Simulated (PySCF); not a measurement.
**Geometry relaxation, with input and output: C3H9LaO3**

System: C3H9LaO3 (La(OMe)3).
Method: PBE0-D3(BJ)/def2-SVP geometry optimisation, gas phase (PySCF 2.14.0).

It belongs to a series of runs on one base structure; here: ligand (all three): Cl to OMe.

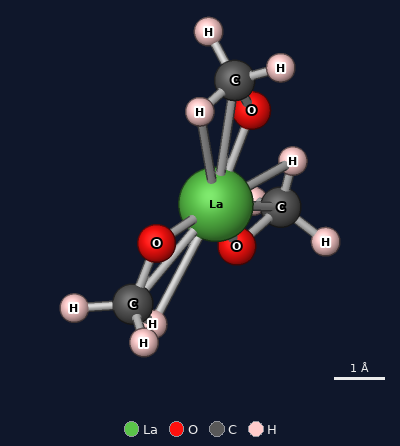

**Figure 1.** The input geometry (ball-and-stick view, seen at a tilt). Sticks mark near contacts. Bond lengths as drawn: C–H 1.04 to 1.17 Å, C–La 2.79 to 3.00 Å, C–O 1.35 to 1.48 Å, H–La 2.72 to 2.88 Å and La–O 1.93 to 2.05 Å.

## Input
```
{"job": {"xc": "PBE0", "basis": "def2-SVP", "d3": "d3bj", "grid": 1, "maxiter": 30, "shake": 0.03, "kind": "geom"}, "charge": 0, "multiplicity": 1}
La     0.067970    -0.078910     0.012990
O      1.773240     0.860860     0.073860
C      2.718830     0.247740     0.810940
H      3.158160     0.892540     1.687650
H      3.675040     0.078330     0.192620
H      2.424840    -0.721440     1.209330
O     -1.443060     0.824280    -1.037950
C     -1.159640     2.038150    -1.720640
H     -0.155850     2.360330    -1.493590
H     -1.880880     2.814080    -1.310840
H     -1.407350     1.892230    -2.761380
O     -0.286310    -1.715760     0.975110
C     -1.660580    -2.244220     0.841370
H     -2.078190    -2.344580     1.894290
H     -1.534180    -3.322580     0.443360
H     -2.246420    -1.614990     0.249320
```

The first line tells a small driver script what to run in PySCF; the rest is the geometry in Å.

Machine: 1 CPU thread, shared host.

Launch command:
```bash
OMP_NUM_THREADS=1 python <driver script> task.json out
```

## The program's output
```
step   0  E = -376.35761463  max force = 0.143763
step   1  E = -376.44458241  max force = 0.058580
step   2  E = -376.46292891  max force = 0.025929
step   3  E = -376.46795584  max force = 0.005509
step   4  E = -376.46865342  max force = 0.003789
step   5  E = -376.46956297  max force = 0.006102
step   6  E = -376.47117747  max force = 0.012458
step   7  E = -376.47500655  max force = 0.020798
step   8  E = -376.47961742  max force = 0.013101
step   9  E = -376.48161711  max force = 0.008316
step  10  E = -376.48257594  max force = 0.005467
step  11  E = -376.48348620  max force = 0.005692
step  12  E = -376.48408582  max force = 0.005246
step  13  E = -376.48454089  max force = 0.004173
step  14  E = -376.48474176  max force = 0.002038
step  15  E = -376.48491027  max force = 0.002058
step  16  E = -376.48517542  max force = 0.003584
step  17  E = -376.48524608  max force = 0.003841
step  18  E = -376.48533497  max force = 0.002515
step  19  E = -376.48543679  max force = 0.001793
step  20  E = -376.48553769  max force = 0.004022
step  21  E = -376.48576687  max force = 0.006489
step  22  E = -376.48594144  max force = 0.004145
step  23  E = -376.48602384  max force = 0.000767
step  24  E = -376.48604215  max force = 0.000433
step  25  E = -376.48604732  max force = 0.000248
optimisation converged
```

## Trajectory as extended XYZ (Å, eV, eV/Å), 7 of the 26 frames kept, from step=0 to step=25
```
16
Properties=species:S:1:pos:R:3:forces:R:3 step=0 energy=-10241.21233
La    0.0680   -0.0789    0.0130   -2.8483   1.8441  -2.8290
O     1.7732    0.8609    0.0739    5.9158   3.8662   0.2092
C     2.7188    0.2477    0.8109    4.1480   1.6361   0.5016
H     3.1582    0.8925    1.6877   -1.0000  -0.9408  -0.9937
H     3.6750    0.0783    0.1926   -0.9442  -0.1775   0.5914
H     2.4248   -0.7214    1.2093   -0.3488  -0.8025   0.4375
O    -1.4431    0.8243   -1.0379   -2.6604   2.1662  -2.3449
C    -1.1596    2.0381   -1.7206   -2.7976  -0.8083   1.9503
H    -0.1558    2.3603   -1.4936    1.1013   0.5081  -0.3326
H    -1.8809    2.8141   -1.3108    0.7545  -0.2323  -0.5536
H    -1.4074    1.8922   -2.7614    0.3801   0.3209  -0.9603
O    -0.2863   -1.7158    0.9751   -3.4287  -7.3926   3.8177
C    -1.6606   -2.2442    0.8414    3.8544  -2.9976   2.9189
H    -2.0782   -2.3446    1.8943    0.0479   0.1807  -1.1325
H    -1.5342   -3.3226    0.4434   -0.6965   1.5607   0.2229
H    -2.2464   -1.6150    0.2493   -1.4774   1.2685  -1.5028
16
Properties=species:S:1:pos:R:3:forces:R:3 step=4 energy=-10244.23385
La    0.0932   -0.0311   -0.0025   -0.0338   0.0680  -0.0506
O     2.0872    0.9433    0.1351    0.0009  -0.1882   0.1031
C     3.0395    0.2632    0.8805   -0.1948  -0.0706   0.0099
H     3.3560    0.8155    1.7869    0.0373   0.0553  -0.0344
H     3.9545    0.0205    0.3068    0.0128   0.0643  -0.0467
H     2.6481   -0.7227    1.2521    0.1191  -0.0023   0.0451
O    -1.5539    0.9518   -1.1096    0.1428   0.0427   0.0077
C    -1.4017    2.1379   -1.8082    0.0485   0.0576  -0.0364
H    -0.3694    2.5604   -1.7186   -0.0222   0.0335  -0.0070
H    -2.0868    2.9330   -1.4541   -0.0298  -0.0236   0.0089
H    -1.5828    2.0232   -2.8960   -0.0539  -0.0447   0.0261
O    -0.3668   -1.9188    1.0674   -0.0303   0.0671  -0.0787
C    -1.6615   -2.3986    0.9395   -0.0077   0.0391   0.0247
H    -2.1828   -2.4881    1.9131    0.0251  -0.0015   0.0118
H    -1.7050   -3.3979    0.4634    0.0295  -0.0058  -0.0056
H    -2.3025   -1.7255    0.3106   -0.0436  -0.0909   0.0220
16
Properties=species:S:1:pos:R:3:forces:R:3 step=8 energy=-10244.53220
La    0.1349    0.0104   -0.1214    0.1256  -0.3497   0.2697
O     2.2275    0.4922    0.3093    0.0238  -0.1168   0.0533
C     3.4852    0.2773    0.8383    0.1581   0.4940  -0.2611
H     3.7696    1.0742    1.5553   -0.0295  -0.0457   0.0550
H     4.2684    0.3028    0.0502   -0.0493  -0.0742   0.0485
H     3.5890   -0.6858    1.3659   -0.0648  -0.1894   0.0843
O    -1.1744    1.3994   -1.2061   -0.2315   0.2448  -0.0075
C    -1.8843    2.3803   -1.8786    0.2763  -0.0693  -0.0152
H    -1.2604    3.2647   -2.1301    0.0294  -0.0820   0.0045
H    -2.7441    2.7769   -1.3026   -0.0175  -0.1425   0.0787
H    -2.2840    1.9918   -2.8336   -0.1025   0.0532  -0.0659
O    -0.5369   -1.8536    0.9059   -0.1765   0.1451  -0.3455
C    -1.6265   -2.6763    1.0932   -0.6737   0.0552  -0.1646
H    -1.9220   -2.7746    2.1575    0.1965  -0.1059   0.0357
H    -1.5202   -3.7014    0.6776    0.3855   0.0186   0.1806
H    -2.5562   -2.3121    0.5857    0.1500   0.1646   0.0495
16
Properties=species:S:1:pos:R:3:forces:R:3 step=12 energy=-10244.65379
La    0.1830   -0.1258   -0.1634    0.1139   0.0825  -0.0365
O     2.2760    0.2976    0.3442   -0.1926  -0.0579  -0.0396
C     3.5783    0.4608    0.7430    0.1742   0.0087   0.0498
H     3.7153    1.3642    1.3701    0.0196   0.0426  -0.0058
H     4.2676    0.5647   -0.1191    0.0252   0.0395  -0.0091
H     3.9537   -0.3945    1.3404    0.0010  -0.0401   0.0294
O    -0.9831    1.4370   -1.1659    0.0169  -0.1608   0.0596
C    -1.8314    2.3279   -1.7758   -0.0544   0.1113  -0.1482
H    -1.3303    3.2785   -2.0438    0.0513   0.0575   0.0122
H    -2.6947    2.5971   -1.1369   -0.0517   0.0035   0.0461
H    -2.2539    1.9274   -2.7206   -0.0168  -0.0211   0.0106
O    -0.8320   -1.8603    0.7149   -0.1849  -0.0667   0.0187
C    -1.8052   -2.7695    1.0849    0.2697   0.0634   0.0197
H    -1.8674   -2.8894    2.1836   -0.0066   0.0055   0.0524
H    -1.5983   -3.7764    0.6744   -0.0413  -0.0584  -0.0235
H    -2.8119   -2.4732    0.7366   -0.1235  -0.0095  -0.0356
16
Properties=species:S:1:pos:R:3:forces:R:3 step=17 energy=-10244.68536
La    0.0909   -0.2806   -0.4678   -0.0195  -0.0415  -0.0021
O     2.1263    0.1570    0.2165    0.1572   0.0517   0.0554
C     3.3680    0.4662    0.7424   -0.1975  -0.0445  -0.0605
H     3.3522    1.4142    1.3173    0.0115  -0.0045  -0.0091
H     4.1351    0.5883   -0.0494   -0.0084  -0.0039   0.0188
H     3.7381   -0.3198    1.4318    0.0130   0.0084  -0.0085
O    -1.0569    1.3458   -1.3863   -0.0570   0.1714  -0.0476
C    -1.7090    2.4715   -1.8554    0.0370  -0.1395   0.0601
H    -1.0205    3.3323   -1.9935   -0.0428  -0.0480  -0.0124
H    -2.5091    2.8087   -1.1643    0.0276  -0.0035  -0.0117
H    -2.2012    2.2875   -2.8336    0.0486   0.0240   0.0354
O    -1.0212   -1.8636    0.5691    0.0000  -0.0625  -0.0086
C    -1.6811   -2.8759    1.2326   -0.0773   0.0413   0.0939
H    -1.3826   -2.9477    2.3017   -0.0227   0.0239  -0.0949
H    -1.4764   -3.8711    0.7858    0.0010   0.0189  -0.0022
H    -2.7868   -2.7466    1.2195    0.1293   0.0083  -0.0060
16
Properties=species:S:1:pos:R:3:forces:R:3 step=21 energy=-10244.69953
La    0.1825   -0.4973   -0.8252    0.0843   0.0827  -0.0401
O     2.1072    0.1081    0.0141   -0.2644  -0.1134  -0.1546
C     3.2225    0.4672    0.7205    0.3337   0.1144   0.1797
H     3.0755    1.3986    1.3053   -0.0247  -0.0024  -0.0021
H     4.0956    0.6544    0.0613   -0.0102  -0.0005  -0.0179
H     3.5440   -0.3107    1.4447   -0.0334  -0.0095  -0.0024
O    -0.9994    1.2075   -1.5157    0.0752  -0.2002   0.0418
C    -1.6706    2.3733   -1.7821   -0.0875   0.2173  -0.0707
H    -0.9923    3.2465   -1.8651    0.0472   0.0205   0.0303
H    -2.4141    2.6264   -0.9998   -0.0216  -0.0202   0.0159
H    -2.2254    2.3289   -2.7408   -0.0464  -0.0403  -0.0158
O    -0.8812   -1.9568    0.3973   -0.0255  -0.0440   0.0021
C    -1.6075   -2.7413    1.2673    0.1402   0.0216  -0.0802
H    -1.2494   -2.6468    2.3095    0.0175  -0.0130   0.0884
H    -1.5431   -3.8160    1.0049   -0.0096  -0.0259   0.0085
H    -2.6786   -2.4758    1.2702   -0.1747   0.0129   0.0170
16
Properties=species:S:1:pos:R:3:forces:R:3 step=25 energy=-10244.70716
La    0.2366   -0.5059   -0.8656   -0.0027  -0.0035   0.0001
O     2.1492    0.0953    0.0014    0.0127  -0.0032   0.0041
C     3.2569    0.4851    0.7225   -0.0106   0.0030  -0.0048
H     3.0778    1.4171    1.2959    0.0012   0.0018  -0.0002
H     4.1303    0.6819    0.0680    0.0016   0.0005   0.0000
H     3.5758   -0.2840    1.4554    0.0005   0.0016   0.0007
O    -0.9887    1.1765   -1.5263   -0.0092   0.0035  -0.0071
C    -1.7232    2.3188   -1.7578    0.0024  -0.0041   0.0068
H    -1.0865    3.2252   -1.8161   -0.0010   0.0028   0.0003
H    -2.4722    2.5053   -0.9617   -0.0010  -0.0001  -0.0001
H    -2.2856    2.2641   -2.7120   -0.0016   0.0006  -0.0026
O    -0.8591   -1.9522    0.3507    0.0075   0.0034   0.0005
C    -1.5945   -2.6940    1.2487   -0.0071  -0.0039   0.0031
H    -1.2277   -2.5799    2.2891    0.0029  -0.0011   0.0001
H    -1.5571   -3.7785    1.0195    0.0015  -0.0006   0.0000
H    -2.6664   -2.4087    1.2547    0.0028  -0.0009  -0.0011
```

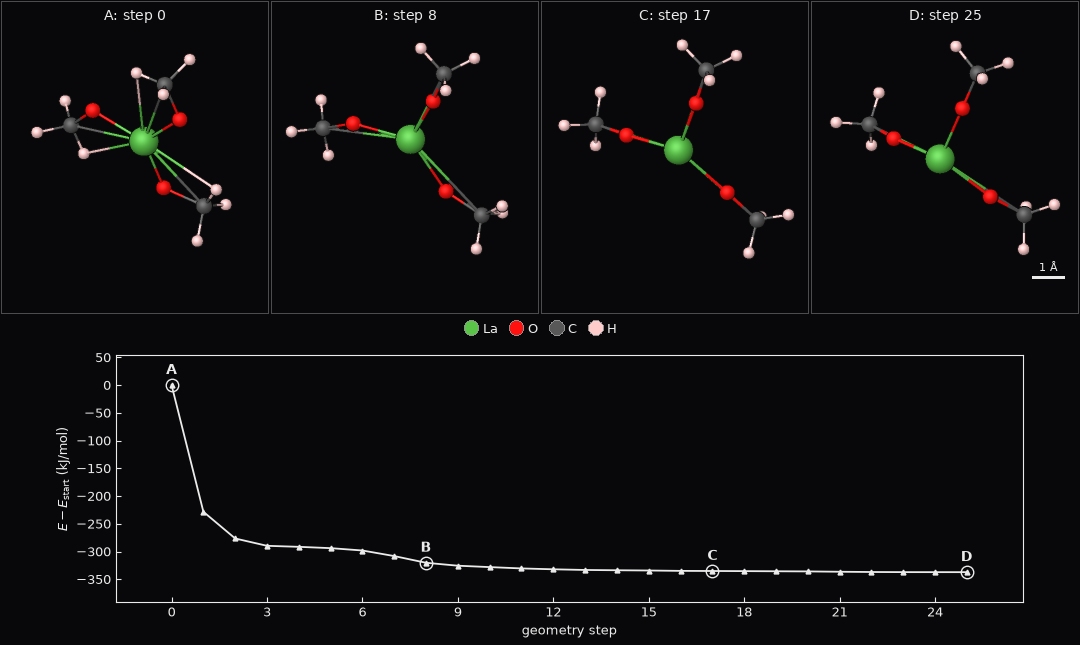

**Figure 2.** Frames of the relaxation (ball-and-stick view, seen at a tilt) above the curves, on which the letters mark them (steps are counted from 0).

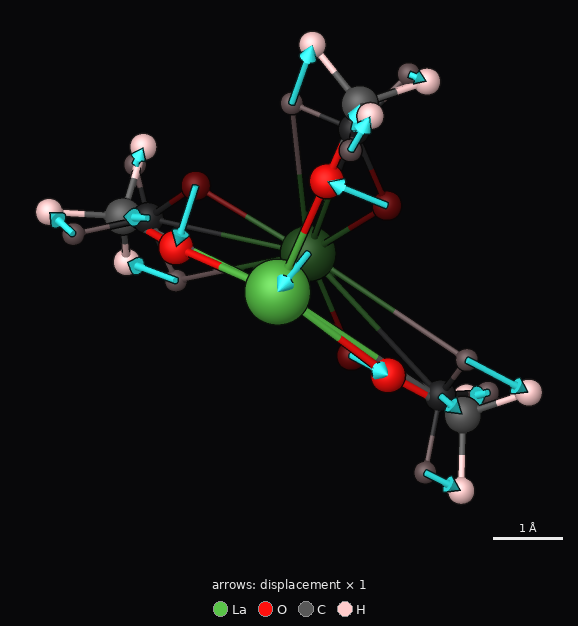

**Figure 3.** Start (faint) and end (solid) with the displacements as teal arrows, at true length (ball-and-stick view, seen at a tilt). The two geometries are laid on each other by the best rigid fit. The largest move after the best rigid fit is that of H16, 1.15 Å. Largest moves by element: H 1.15 Å, O 1.07 Å, La 0.99 Å, C 0.54 Å. Distances before and after: La1–H6 2.720 → 4.073 Å, La1–H16 2.788 → 4.067 Å, La1–H9 2.876 → 4.071 Å, La1–C3 2.788 → 3.553 Å. Bonds break: La1–H6 (2.72 → 4.07 Å). Among the angles that change: La1–O2–C3 114.3° → 171.7°, La1–O12–C13 115.4° → 170.9°, La1–O7–C8 118.4° → 171.4°. After 25 geometry steps the energy has fallen by 337.2 kJ/mol. Largest force component: 7.4 eV/Å at the start, 0.013 eV/Å at the end. (Atoms are counted from 1 in the order of the input.)

## Summary

```tsv
quantity	value
outcome	converged
total energy	−376.486047 hartree
dipole moment	2.76 D
point group	C1
wall time	6.4 min
peak memory	0.61 GiB
```
